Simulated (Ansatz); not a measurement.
**ClFH₁₃NSi₄: density, localisation and related maps**

The calculation's input:

```
crystal:
  periodic: [false, false, false]
  atoms:
    - {symbol: Si, position_ang: [-0.320682, -0.505211, 0.750813]}
    - {symbol: Si, position_ang: [2.244195, -0.431696, 0.494603]}
    - {symbol: Si, position_ang: [-1.899167, 1.119540, 1.358870]}
    - {symbol: Si, position_ang: [-0.827788, -1.820025, -1.103112]}
    - {symbol: Cl, position_ang: [-0.316934, -1.719079, 2.464835]}
    - {symbol: H, position_ang: [0.539443, 1.870758, -1.115638]}
    - {symbol: N, position_ang: [-0.051505, 1.146839, -1.510327]}
    - {symbol: H, position_ang: [0.957801, 0.713145, 0.841454]}
    - {symbol: F, position_ang: [1.874886, 1.543326, 0.739864]}
    - {symbol: H, position_ang: [2.801092, -0.092103, -0.833135]}
    - {symbol: H, position_ang: [3.117561, -0.340238, 1.681257]}
    - {symbol: H, position_ang: [1.935096, -1.899782, 0.386092]}
    - {symbol: H, position_ang: [-2.065115, 2.185268, 0.334497]}
    - {symbol: H, position_ang: [-1.475595, 1.740996, 2.640001]}
    - {symbol: H, position_ang: [-3.207709, 0.438937, 1.554746]}
    - {symbol: H, position_ang: [-1.153499, -3.207311, -0.680773]}
    - {symbol: H, position_ang: [0.327593, -1.858677, -2.037950]}
    - {symbol: H, position_ang: [-2.000406, -1.241709, -1.813219]}
    - {symbol: H, position_ang: [0.428715, 0.775630, -2.322222]}
    - {symbol: H, position_ang: [-0.907980, 1.581294, -1.830654]}
basis:
  gaussian: {orbitals: def2-TZVPP}
hamiltonian: {xc: pbe0, dispersion: d4}
output: {orbitals: {seedname: orbitals}}
```

Run with:

```sh
ansatz run in.yaml --threads 4 --pin off --events-out ev --progress --plain --max-ram 46080MiB --backend cuda --devices 0, --max-vram 37GiB
```

A transition-state structure; geometry: PBE0-D4/def2-TZVP.

Method: Ansatz 0.2.0, RKS PBE0-D4/def2-TZVPP.

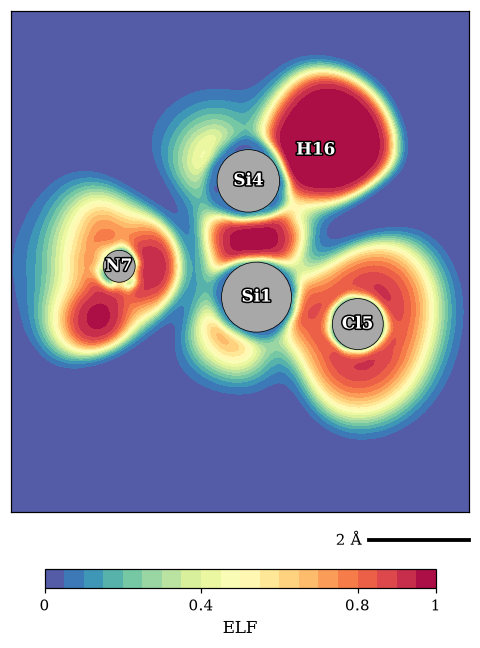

Figure 1. ELF on the plane of atoms Si1, Si4 and H16. Grey discs cover the atomic cores.

> Interpret the plot.

- Atoms in the plane: Si, Cl, N and H.
- Si–Cl (2.10 Å): the ELF peaks at about 0.85 between the atoms (a shared but strongly polarised pair).
- Si–Si (2.33 Å): the ELF peaks at about 1 between the atoms; a covalent bond.
- Si–H (1.49 Å): the ELF climbs to about 1 towards the hydrogen, as it does in any bond to H.
- The ELF also peaks beside Cl5, away from the bonds: lone-pair regions.

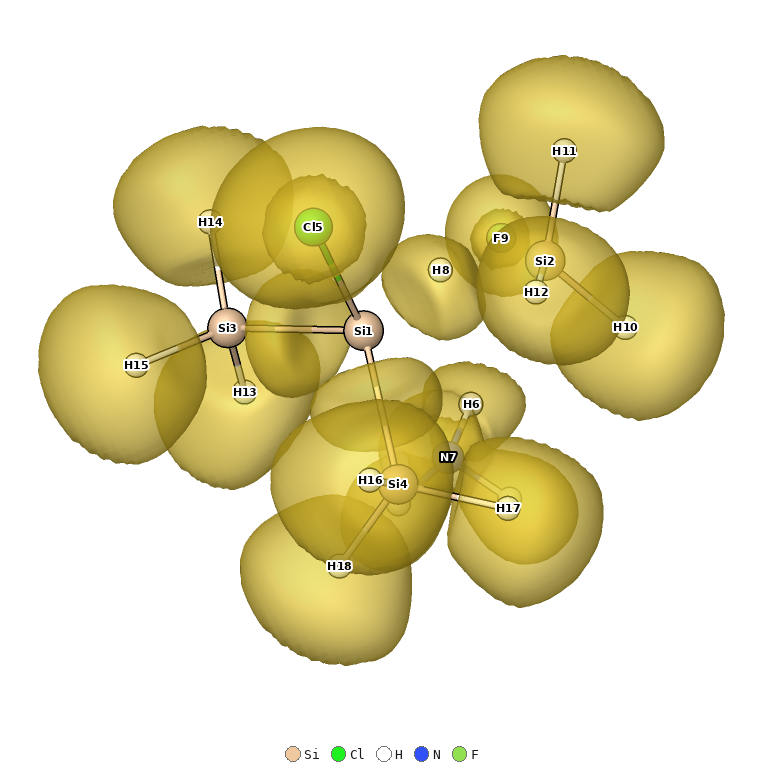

Figure 2. Isosurface of the ELF at 0.75 (yellow), seen at a tilt. Only the valence region is drawn (cores and ρ < 0.01 e/Å³ removed).

> Identify the bonds, lone pairs and shells in this picture.

The ELF exceeds this value in two regions between bonded Si–Si atoms (shared pairs), nine regions around hydrogen nuclei, one region on Cl in which the atom's valence shell and bonds are merged, one region wrapped around F (its valence shell), one joined region spread over several atoms (H, N), in which their bonds and any lone pairs are merged and one joined region spread over several atoms (H, Si), in which their bonds and any lone pairs are merged.


F9···H8 (1.24 Å): the ELF climbs to about 0.95 towards the hydrogen.

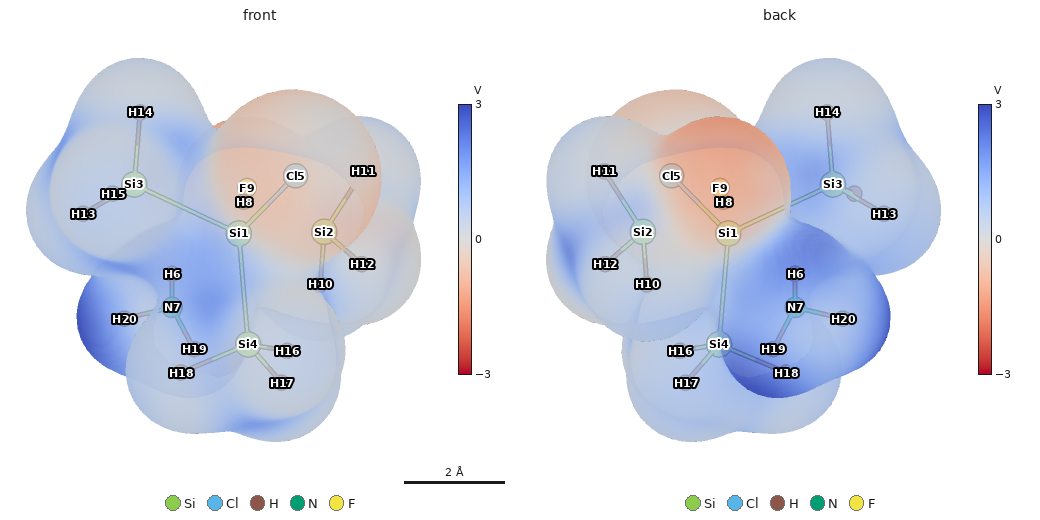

Figure 3. The molecular electrostatic potential painted on the density surface at 0.004 e/bohr³, seen from the front and from behind; red is negative and blue positive.

> Which sites attract a positive test charge, and which a negative one?

A positive charge is drawn to the negative regions and a negative charge to the positive ones. The most negative region (about −1.4 V, or −32 kcal/mol for a unit charge) lies over F9, the most positive (about +2.8 V, or +65 kcal/mol for a unit charge) over H19 and H20.

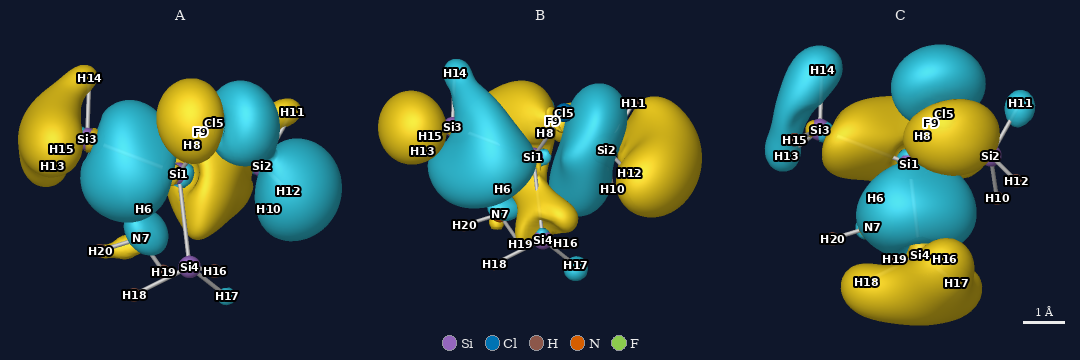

Figure 4. Three frontier orbitals at ±0.06 Å⁻³ᐟ² (yellow and cyan are the two phases), in no order.

> Which picture is the HOMO−1, the HOMO and the LUMO?

C is the HOMO−1 (−7.86 eV). Its weight (Hirshfeld) is mainly on Cl5 (about 25 %), Si1 (about 25 %), Si4 (about 20 %), F9 (about 5 %) and Si3 (about 5 %). A is the HOMO (−7.54 eV). Its weight (Hirshfeld) is mainly on Si1 (about 20 %), Si3 (about 15 %), Si2 (about 15 %), F9 (about 15 %), Cl5 (about 10 %) and H12 (about 10 %). B is the LUMO (−1.23 eV). Its weight (Hirshfeld) is mainly on Si2 (about 30 %), Si1 (about 20 %), Si3 (about 15 %) and H8 (about 5 %).

> What is the HOMO–LUMO gap?

6.31 eV between the orbital energies.
